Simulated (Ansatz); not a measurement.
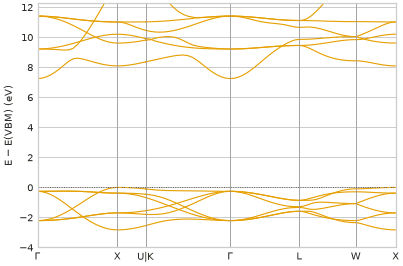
Band structure from the program Ansatz at the PBEsol level (PAW)

### Question
Read off the gap and where the band edges lie.

### Answer
About 7.2 eV (7.25 eV by a search for the band edges); maximum at X, minimum at Γ.

The material is CaF$_{2}$ (fluorite, Fm-3m).

Symmetry was held in the PBEsol relaxation.

Potentials: the later of the program's two PAW sets.
